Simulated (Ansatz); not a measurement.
**Ligand exchange: CuH + BH2I → CuI + BH3**

Species: CuH, singlet; BH2I `BI`, singlet; CuI, singlet; BH3 (borane) `B`, singlet. The partners trade H for I: Cu–H and B–I bonds give way to Cu–I and B–H.

Shapes, held fixed at every level: PBE0-D4/def2-TZVP. Programs: Ansatz 0.2.0. The zero-point and thermal change to 298 K, harmonic and unscaled (PBE0-D4/def2-TZVP), is +6.8 kJ/mol.

```csv
level,kind,ΔH(298 K) (kJ/mol),CPU time (sum over the molecules)
SPW92/def2-TZVPP,LDA,-44.8,3.9 s
PBE-D4/def2-TZVPP,GGA,-57.1,7 s
r2SCAN-D4/def2-TZVPP,meta-GGA,-73.1,13 s
B3LYP-D4/def2-TZVPP,global hybrid,-81.9,8.6 s
BHLYP-D4/def2-TZVPP,global hybrid,-112.3,7.2 s
r2SCAN0-D4/def2-TZVPP,global hybrid,-92.5,12 s
wB97M-V/def2-TZVPP,range-separated hybrid,-89.7,24 s
```

wB97M-V/def2-TZVPP gives ΔH(298 K) = -89.7 kJ/mol; the levels span -112.3 to -44.8. The median of the levels is -81.9. No measured value is set beside it here. For atoms past krypton def2 sets carry core potentials with scalar relativity. Times are processor times on shared x86 and Arm servers, and rough.

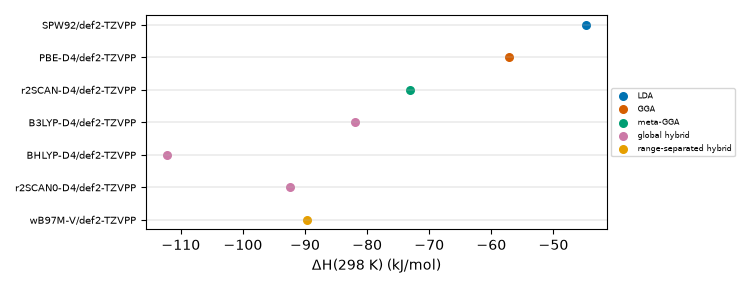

The values of the table, level by level.
